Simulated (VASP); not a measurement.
Band structure of Sm (sg166). Computed with PBEsol GGA, VASP's PBE PAW potentials (set 64) (plane waves; VASP).

The 4f electrons are frozen in the core of the lanthanide potential, so 4f levels, which can set the real gap, and their magnetism are missing.

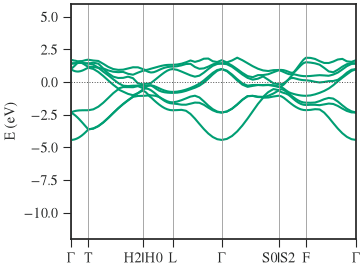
Figure. Bands along high-symmetry lines, zero at the valence-band maximum or, without a gap, the Fermi level

Task: Read the plot: is there a gap, and where are the band edges?

Result: It has no gap at this level: it comes out as a metal or semimetal. (Edges off the drawn lines would not show.)

The compound is Sm in the sg166 structure. It was relaxed first.
